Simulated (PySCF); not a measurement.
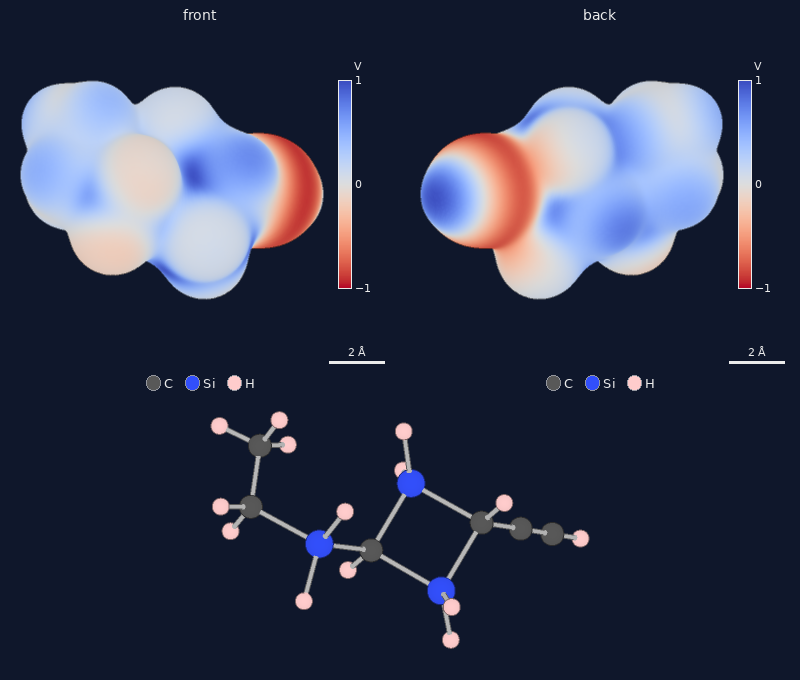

Figure 1: C6H14Si3 (SMILES C#C[C@H]1[SiH2][C@H]([SiH2]CC)[SiH2]1). The molecular electrostatic potential painted on the density surface at 0.001 e/bohr³, seen from the front and from behind; the colour scale runs from red (negative) to blue (positive). The bare structure is drawn below in the same view.

Geometry: GFN2-xTB.

Computed with PBE0/pcSseg-1, SCF density, gas phase, non-relativistic in PySCF.

```xyz
23

C    -4.6573    0.1001    1.0046
C    -3.6360    0.3896    0.4469
C    -2.3991    0.7034   -0.1958
Si   -0.8153    0.5854    0.9067
C    -0.1107   -0.6726   -0.3679
Si    1.5234   -0.2857   -1.2431
C     3.0000   -0.4999   -0.0584
C     2.9698    0.4465    1.1350
Si   -1.7137   -0.6171   -1.4285
H    -5.5586   -0.1403    1.4833
H    -2.4959    1.6857   -0.6632
H    -0.1134    1.8663    1.0254
H    -1.0554    0.0271    2.2393
H     0.0023   -1.6556    0.0934
H     1.7165   -1.2116   -2.3721
H     1.5190    1.0910   -1.7605
H     3.0342   -1.5277    0.3073
H     3.9276   -0.3416   -0.6109
H     2.9549    1.4818    0.8013
H     2.0816    0.2740    1.7401
H     3.8462    0.3061    1.7672
H    -2.4753   -1.8666   -1.4466
H    -1.5497   -0.1115   -2.7934
```

Which sites attract a positive test charge, and which a negative one?

Answer. A positive charge is drawn to the negative regions and a negative charge to the positive ones. The most negative region (about −0.9 V) lies over C1 and C2, the most positive (about +0.9 V) over Si4, Si9 and H10.

What dipole moment does the calculation give?

Answer. Its dipole moment is 1.36 D.
